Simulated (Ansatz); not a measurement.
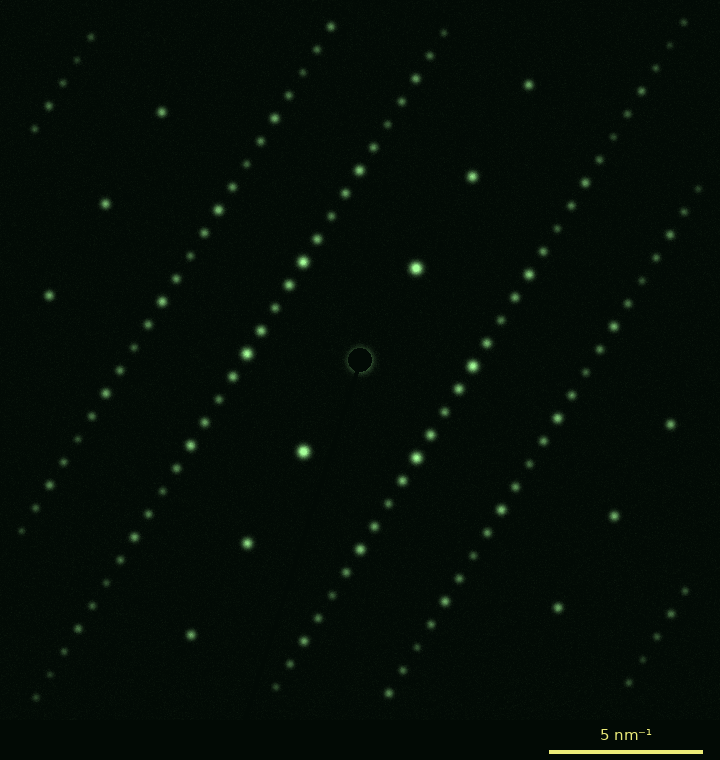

The pattern is a kinematic simulation for 80 kV electrons (no multiple scattering; isotropic B = 0.5 Å²).

It belongs to Lu, space group P6_3/mmc (No. 194), a = 3.53 Å, c = 11.32 Å (hexagonal axes). Structure: the geometry relaxed with DFT, RPBE, plane waves (420 eV) with PAW, scalar-relativistic (Ansatz); the starting structure was generated, so it need not be a known form of this composition.

```cif
data_structure
_symmetry_space_group_name_H-M 'P6_3/mmc'
_symmetry_Int_Tables_number 194
_cell_length_a 3.5317
_cell_length_b 3.5317
_cell_length_c 11.3169
_cell_angle_alpha 90.000
_cell_angle_beta 90.000
_cell_angle_gamma 120.000
_cell_volume 122.24
loop_
_atom_site_label
_atom_site_type_symbol
_atom_site_symmetry_multiplicity
_atom_site_Wyckoff_symbol
_atom_site_fract_x
_atom_site_fract_y
_atom_site_fract_z
_atom_site_occupancy
Lu1 Lu 2 a 0.00000 0.00000 0.00000 1
Lu2 Lu 2 c 0.33333 0.66667 0.25000 1
```

Measure the pattern against the scale bar and name the zone.

Answer. The spots form a rectangular net whose two shortest vectors correspond to d = 11.32 Å and 3.06 Å, 90.0° apart. They index as 0 0 1 (itself extinct) and 0 1 0, so the zone axis is ±[100] (or an equivalent direction of <100>).

List the strongest reflections.

Answer. Strongest reflections with d > 0.91 Å, one of each family (|F|² from tabulated Gaussian fits of the electron scattering factors, times a small damping for the curvature of the Ewald sphere):

| hkl | d (Å) | I (strongest = 100) |
| --- | --- | --- |
| 0 0 4 | 2.829 | 100 |
| 0 1 2 | 2.691 | 52 |
| 0 0 8 | 1.415 | 29 |
| 0 1 6 | 1.605 | 21 |
| 0 1 1 | 2.953 | 20 |
| 0 2 2 | 1.476 | 18 |
